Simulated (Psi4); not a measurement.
## AlNHO3 (charge −1): interaction calculation (part 1 of 2)

AlNHO3, charge −1, computed with BLYP/STO-3G, RKS (Psi4 1.11).

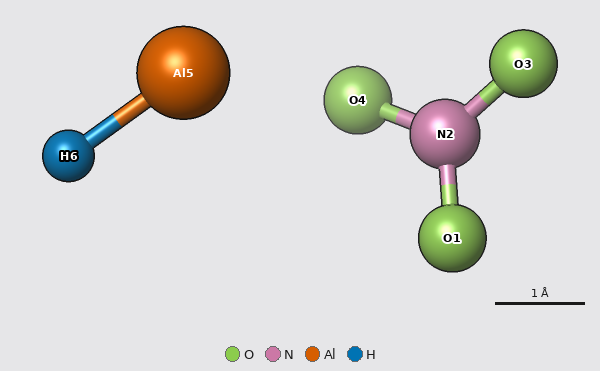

**Figure 1.** The input geometry (ball-and-stick view, seen on its broad side; atoms are numbered from 1 in the order of the input). Sticks mark near contacts. Bond lengths as drawn: Al–H 1.61 Å and N–O 1.23 to 1.24 Å.

Input (alhno3.py)
```python
import psi4

psi4.set_memory('1600 MB')
psi4.set_num_threads(1)
psi4.core.set_output_file('output.dat', False)

m = psi4.geometry("""
-1 1
O      0.295750     0.520330     1.080370
N     -0.005970    -0.003400     0.003140
O      0.467940    -1.101740    -0.303400
O     -0.757710     0.584820    -0.780120
--
0 1
Al     0.280790     2.385770    -1.999480
H     -0.087720     3.938320    -1.760610
units angstrom
symmetry c1
no_reorient
no_com
""")

psi4.set_options(dict(basis='STO-3G'))

E, wfn = psi4.energy('blyp', bsse_type=['cp', 'nocp'], return_wfn=True)
print(f'total energy {E:.8f} hartree = {E * 27.211386:.5f} eV')
```

Launched with:
```bash
python alhno3.py
```

The program's output
```
Psi4 1.11 release

   => Loading Basis Set <=

    Name: STO-3G
    Role: ORBITAL
    Keyword: BASIS

         ---------------------------------------------------------
                                   SCF
                              RKS Reference
                        1 Threads,   1525 MiB Core
         ---------------------------------------------------------

  ==> Geometry <==

    Molecular point group: c1
    Full point group: C1

    Geometry (in Bohr), charge = -1, multiplicity = 1:

       Center              X                  Y                   Z               Mass
    ------------   -----------------  -----------------  -----------------  -----------------
         O            0.558886501604     0.983281194860     2.041603414161    15.994914619570
         N           -0.011281664969    -0.006425068827     0.005933740034    14.003074004430
         O            0.884278443147    -2.081986861462    -0.573342906464    15.994914619570
         O           -1.431864382521     1.105149632690    -1.474213144992    15.994914619570

  Running in c1 symmetry.

  Rotational constants: A =      0.46083  B =      0.46062  C =      0.23037 [cm^-1]
  Rotational constants: A =  13815.29382  B =  13809.18565  C =   6906.32798 [MHz]
  Nuclear repulsion =  119.490016718016122

  Charge       = -1
  Multiplicity = 1
  Electrons    = 32
  Nalpha       = 16
  Nbeta        = 16

  ==> Algorithm <==

  SCF Algorithm Type is DF.
  DIIS enabled.
  MOM disabled.
  Fractional occupation disabled.
  Guess Type is SAD.
  Energy threshold   = 1.00e-06
  Density threshold  = 1.00e-06
  Integral threshold = 1.00e-12

  ==> Primary Basis <==

  Basis Set: STO-3G
    Blend: STO-3G
    Number of shells: 12
    Number of basis functions: 20
    Number of Cartesian functions: 20
    Spherical Harmonics?: true
    Max angular momentum: 1

  ==> DFT Potential <==

   => LibXC <=

    Version 7.1.2

   => Composite Functional: BLYP <=

    BLYP GGA Exchange-Correlation Functional

    Deriv               =              1
    GGA                 =           TRUE
    Meta                =          FALSE

    Exchange Hybrid     =          FALSE
    MP2 Hybrid          =          FALSE

   => Exchange Functionals <=

    1.0000     XC_GGA_X_B88

   => Correlation Functionals <=

    1.0000     XC_GGA_C_LYP

   => LibXC Density Thresholds  <==

    XC_GGA_C_LYP:  1.00E-14
    XC_GGA_X_B88:  1.00E-15

   => Molecular Quadrature <=

    Radial Scheme          =       TREUTLER
    Pruning Scheme         =           NONE
    Nuclear Scheme         =       TREUTLER

    Blocking Scheme        =         OCTREE
    BS radius alpha        =              1
    Pruning alpha          =              1
    Radial Points          =             75
    Spherical Points       =            302
    Total Points           =          82498
    Total Blocks           =            677
    Max Points             =            256
    Max Functions          =             19
    Weights Tolerance      =       1.00E-15

   => Loading Basis Set <=

    Name: (STO-3G AUX)
    Role: JKFIT
    Keyword: DF_BASIS_SCF

  ==> Integral Setup <==

  DFHelper Memory: AOs need 0.002 GiB; user supplied 1.075 GiB.
  SCF_SUBTYPE=INCORE selected. In-core MEM_DF algorithm will be used.
  Using in-core AOs.

  ==> MemDFJK: Density-Fitted J/K Matrices <==

    J tasked:                   Yes
    K tasked:                    No
    wK tasked:                   No
    Memory [MiB]:              1100
    Algorithm:                 Core
    Schwarz Cutoff:           1E-12
    Mask sparsity (%):       1.5000
    Fitting Condition:        1E-10

   => Auxiliary Basis Set <=

  Basis Set: (STO-3G AUX)
    Blend: DEF2-UNIVERSAL-JKFIT
    Number of shells: 100
    Number of basis functions: 308
    Number of Cartesian functions: 372
    Spherical Harmonics?: true
    Max angular momentum: 4

  Cached 100.0% of DFT collocation blocks in 0.043 [GiB].

  Minimum eigenvalue in the overlap matrix is 2.6794328721E-01.
  Reciprocal condition number of the overlap matrix is 1.3876741575E-01.
    Using symmetric orthogonalization.

  ==> Pre-Iterations <==

  SCF Guess: Superposition of Atomic Densities via on-the-fly atomic UHF (no occupation information).

   -------------------------
    Irrep   Nso     Nmo
   -------------------------
     A         20      20
   -------------------------
    Total      20      20
   -------------------------

  ==> Iterations <==

                           Total Energy        Delta E     RMS |[F,P]|

   @DF-RKS iter SAD:  -275.69534797116569   -2.75695e+02   0.00000e+00
   @DF-RKS iter   1:  -275.94558695175562   -2.50239e-01   3.31487e-02 ADIIS/DIIS
   @DF-RKS iter   2:  -275.74829319933485    1.97294e-01   4.36236e-02 ADIIS/DIIS
   @DF-RKS iter   3:  -276.17204237624424   -4.23749e-01   2.60507e-03 ADIIS/DIIS
   @DF-RKS iter   4:  -276.17330133044823   -1.25895e-03   5.91805e-04 ADIIS/DIIS
   @DF-RKS iter   5:  -276.17337768537084   -7.63549e-05   2.85110e-04 ADIIS/DIIS
   @DF-RKS iter   6:  -276.17340097993076   -2.32946e-05   5.73214e-06 DIIS
   @DF-RKS iter   7:  -276.17340097574083    4.18993e-09   6.42534e-06 DIIS
   @DF-RKS iter   8:  -276.17340098709298   -1.13521e-08   2.46493e-07 DIIS
  Energy and wave function converged.

  ==> Post-Iterations <==

   Electrons on quadrature grid:
      Ntotal   =   31.9999986694 ; deviation = -1.331e-06

    Orbital Energies [Eh]
    ---------------------

    Doubly Occupied:

       1A    -18.092095     2A    -18.092006     3A    -18.091821
       4A    -13.761383     5A     -0.745457     6A     -0.514205
       7A     -0.514008     8A     -0.078423     9A     -0.068039
      10A      0.009145    11A      0.009178    12A      0.241694
      13A      0.241797    14A      0.247159    15A      0.247231
      16A      0.300121

    Virtual:

      17A      0.432829    18A      0.692505    19A      0.837989
      20A      0.838285

    Final Occupation by Irrep:
              A
    DOCC [    16 ]
    NA   [    16 ]
    NB   [    16 ]

  @DF-RKS Final Energy:  -276.17340098709298

   => Energetics <=

    Nuclear Repulsion Energy =            119.4900167180161219
    One-Electron Energy =                -630.0943181971587137
    Two-Electron Energy =                 267.7777616755961390
    DFT Exchange-Correlation Energy =     -33.3468611835465296
    Empirical Dispersion Energy =           0.0000000000000000
    VV10 Nonlocal Energy =                  0.0000000000000000
    Total Energy =                       -276.1734009870929754

Computation Completed

Properties will be evaluated at   0.000000,   0.000000,   0.000000 [a0]

Properties computed using the SCF density matrix

 Multipole Moments:

 ------------------------------------------------------------------------------------
     Multipole            Electronic (a.u.)      Nuclear  (a.u.)        Total (a.u.)
 ------------------------------------------------------------------------------------

 L = 1.  Multiply by 2.5417464519 to convert [e a0] to [Debye]
 Dipole X            :         -0.0181129            0.0114328           -0.0066801
 Dipole Y            :         -0.0103754            0.0065762           -0.0037991
 Dipole Z            :          0.0092481           -0.0060849            0.0031631
 Magnitude           :                                                    0.0083104

 ------------------------------------------------------------------------------------

	total time  =          2 seconds =       0.03 minutes

    Psi4 run time: 0:00:02.07

    -----------------------------------------------------------------------
                               Psi4 1.11 release

    h
    h
    h

    -----------------------------------------------------------------------

    Memory:     1.5 GiB
    Threads:    1
                ecpint, einsums, f̶o̶r̶t̶e̶, gauxc, gcp, g̶d̶m̶a̶, geometric, g̶p̶u̶_̶d̶f̶c̶c̶,
                i̶n̶t̶e̶g̶r̶a̶t̶o̶r̶x̶x̶, i̶p̶i̶, libefp, m̶d̶i̶, m̶p̶2̶d̶, m̶r̶c̶c̶, ooo,
                o̶p̶e̶n̶f̶e̶r̶m̶i̶o̶n̶p̶s̶i̶4̶, pcmsolver, p̶s̶i̶4̶f̶o̶c̶k̶c̶i̶, p̶s̶i̶x̶a̶s̶,
                p̶y̶e̶i̶n̶s̶u̶m̶s̶, r̶e̶s̶p̶, s̶i̶m̶i̶n̶t̶, s̶n̶s̶m̶p̶2̶,
                v̶2̶r̶d̶m̶_̶c̶a̶s̶s̶c̶f̶

  ==> Geometry <==

    Molecular point group: c1
    Full point group: C1

    Geometry (in Bohr), charge = 0, multiplicity = 1:

       Center              X                  Y                   Z               Mass
    ------------   -----------------  -----------------  -----------------  -----------------
         AL           0.530616198767     4.508451898334    -3.778469593330    26.981538530000
         H           -0.165766775725     7.442346194413    -3.327070713742     1.007825032230

  Running in c1 symmetry.

  Rotational constants: A =     11.10422  B =      0.06003  C =      0.05971 [cm^-1]
  Rotational constants: A = 332896.02218  B =   1799.66174  C =   1789.98495 [MHz]
  Nuclear repulsion =    4.263682709385423

  Charge       = 0
  Multiplicity = 1
  Electrons    = 14
  Nalpha       = 7
  Nbeta        = 7

  ==> Primary Basis <==

  Basis Set: STO-3G
    Blend: STO-3G
    Number of shells: 6
    Number of basis functions: 10
    Number of Cartesian functions: 10
    Spherical Harmonics?: true
    Max angular momentum: 1

   => Molecular Quadrature <=

    Radial Scheme          =       TREUTLER
    Pruning Scheme         =           NONE
    Nuclear Scheme         =       TREUTLER

    Blocking Scheme        =         OCTREE
    BS radius alpha        =              1
    Pruning alpha          =              1
    Radial Points          =             75
    Spherical Points       =            302
    Total Points           =          41446
    Total Blocks           =            367
    Max Points             =            255
    Max Functions          =             10
    Weights Tolerance      =       1.00E-15

  ==> Integral Setup <==

  DFHelper Memory: AOs need 0.000 GiB; user supplied 1.107 GiB.
  SCF_SUBTYPE=INCORE selected. In-core MEM_DF algorithm will be used.
  Using in-core AOs.

  ==> MemDFJK: Density-Fitted J/K Matrices <==

    J tasked:                   Yes
    K tasked:                    No
    wK tasked:                   No
    Memory [MiB]:              1133
    Algorithm:                 Core
    Schwarz Cutoff:           1E-12
    Mask sparsity (%):       0.0000
    Fitting Condition:        1E-10

   => Auxiliary Basis Set <=

  Basis Set: (STO-3G AUX)
    Blend: DEF2-UNIVERSAL-JKFIT
    Number of shells: 44
    Number of basis functions: 146
    Number of Cartesian functions: 175
    Spherical Harmonics?: true
    Max angular momentum: 4

  Cached 100.0% of DFT collocation blocks in 0.011 [GiB].

  Minimum eigenvalue in the overlap matrix is 4.0530870991E-01.
  Reciprocal condition number of the overlap matrix is 2.4526930357E-01.
    Using symmetric orthogonalization.

  ==> Pre-Iterations <==

  SCF Guess: Superposition of Atomic Densities via on-the-fly atomic UHF (no occupation information).

   -------------------------
    Irrep   Nso     Nmo
   -------------------------
     A         10      10
   -------------------------
    Total      10      10
   -------------------------

  ==> Iterations <==

                           Total Energy        Delta E     RMS |[F,P]|

   @DF-RKS iter SAD:  -239.39563695089652   -2.39396e+02   0.00000e+00
   @DF-RKS iter   1:  -239.93991518147200   -5.44278e-01   1.71010e-02 ADIIS/DIIS
   @DF-RKS iter   2:  -239.94480368793140   -4.88851e-03   1.56854e-02 ADIIS/DIIS
   @DF-RKS iter   3:  -239.96898183240944   -2.41781e-02   5.17645e-04 ADIIS/DIIS
   @DF-RKS iter   4:  -239.96901798770344   -3.61553e-05   6.93399e-05 DIIS
   @DF-RKS iter   5:  -239.96901853199654   -5.44293e-07   4.24321e-06 DIIS
   @DF-RKS iter   6:  -239.96901853384230   -1.84576e-09   3.86404e-08 DIIS
  Energy and wave function converged.

  ==> Post-Iterations <==

   Electrons on quadrature grid:
      Ntotal   =   14.0000011896 ; deviation = 1.190e-06

    Final Occupation by Irrep:
              A
    DOCC [     7 ]
    NA   [     7 ]
    NB   [     7 ]

  @DF-RKS Final Energy:  -239.96901853384230

   => Energetics <=

    Nuclear Repulsion Energy =              4.2636827093854226
    One-Electron Energy =                -344.6749124243831943
    Two-Electron Energy =                 119.5179513114913448
    DFT Exchange-Correlation Energy =     -19.0757401303358876
    Empirical Dispersion Energy =           0.0000000000000000
    VV10 Nonlocal Energy =                  0.0000000000000000
    Total Energy =                       -239.9690185338423021

Computation Completed

Properties will be evaluated at   0.000000,   0.000000,   0.000000 [a0]

Properties computed using the SCF density matrix

 Multipole Moments:

 ------------------------------------------------------------------------------------
     Multipole            Electronic (a.u.)      Nuclear  (a.u.)        Total (a.u.)
 ------------------------------------------------------------------------------------

 L = 1.  Multiply by 2.5417464519 to convert [e a0] to [Debye]
 Dipole X            :         -6.6295648            6.7322438            0.1026790
 Dipole Y            :        -66.4848125           66.0522209           -0.4325917
 Dipole Z            :         52.3806184          -52.4471754           -0.0665571
 Magnitude           :                                                    0.4495646

 ------------------------------------------------------------------------------------

	total time  =          1 seconds =       0.02 minutes

    Psi4 run time: 0:00:01.50

    -----------------------------------------------------------------------
                               Psi4 1.11 release

    h
    h
    h

    -----------------------------------------------------------------------
```
